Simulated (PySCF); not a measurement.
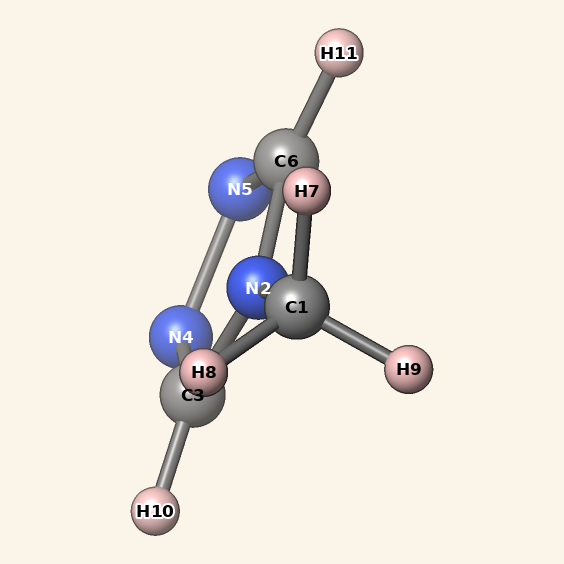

N2 lies behind C1. The molecule seen a little off the C1–N2 bond, C1 in front. Distant atoms are faded towards the background colour. The computed structure is the end point of a PBE0-D3(BJ)/def2-SVP optimisation. No frequency run is at hand to confirm it as a minimum.

**What is the torsion angle H7–C1–N2–C3? The sign is positive where the front bond must turn clockwise to cover the back bond.**

−159°, antiperiplanar (anti).
